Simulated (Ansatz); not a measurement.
# Fields on a plane of AgBr (rock salt)

```
AgBr
1.0
    0.00000     2.83697     2.83697
    2.83697     0.00000     2.83697
    2.83697     2.83697     0.00000
Br Ag
1 1
Direct
  0.00000   0.00000   0.00000
  0.50000   0.50000   0.50000
```

The slice is a {110} plane (indices of the conventional cell) through the point (0.000, 0.000, 0.000) (fractional), spanned by u = [100] and v = [1 -1 -1] in vectors of this cell: u (4.01 Å) and v (5.67 Å, at 90° to u). It covers one period; positions are fractions (u, v).

Atoms on it: Br at (0.00, 0.00); Ag at (0.00, 0.50).

Method: PBEsol (plane waves to 420 eV, PAW, scalar-relativistic; Ansatz, a first-principles code). k mesh 10×10×10. Near the nuclei the fields are pseudised (PAW); where an atom keeps semicore shells as valence, they peak there. AgBr was relaxed with its symmetry unable to fall.

```
|xxxxxxxxxx4477999999997744xxxxxxxx|
|xxxxxxxx00558899999999885500xxxxxx|
|xxxxxx004477889999999988774400xxxx|
|xxxx0044668899999999999988663300xx|
|3333556688999999999999999988665533|
|5555667788999999999999999988776655|
|2233446677889999999999998877664433|
|xxxx0033667799999999999977663300xx|
|xxxxxx003366889999999988663300xxxx|
|xxxxxxxx00557788999988775500xxxxxx|
|xxxxxxxxxx3377889999887733xxxxxxxx|
|xxxxxxxxxx3377889999887733xxxxxxxx|
|xxxxxxxxxx3377889999887733xxxxxxxx|
|xxxxxxxx00557788999988775500xxxxxx|
|xxxxxx003366889999999988663300xxxx|
|xxxx0033667799999999999977663300xx|
|2233446677889999999999998877664433|
|5555667788999999999999999988776655|
|3333556688999999999999999988665533|
|xxxx0033668899999999999988664400xx|
|xxxxxx004477889999999988774400xxxx|
|xxxxxxxx00558899999999885500xxxxxx|
|xxxxxxxxxx4477999999997744xxxxxxxx|
|xxxxxxxxxx3377889999887733xxxxxxxx|
```
Scale: ten equal steps from 0.00 (start of '0') to 8.37 (end of '9'), in the order '0123456789'. Values: electrostatic potential energy of an electron, from the cell's mean, in eV. The map has 17 points along u (two characters each, u = 0 at the left) and 24 along v (v = 0 in the bottom row). Points within 1 Å of a nucleus are blanked (x), as the pseudised field means little there. Values under 0 eV are set to 0. The zero, the cell's mean, hangs on the PAW cores.

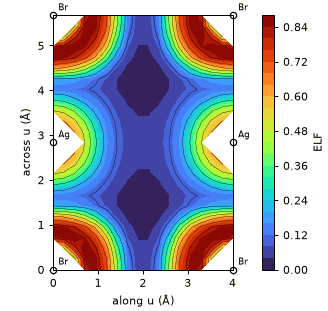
Electron localisation function (ELF), one period of the plane, atoms marked. Points within 0.5 Å of a nucleus are left white, as the pseudised field means little there.

The density on the Br–Ag line (2.84 Å) at its density minimum, 1.5 Å from Br is 0.24 e/Å³. The ELF at that point comes out as 0.1.
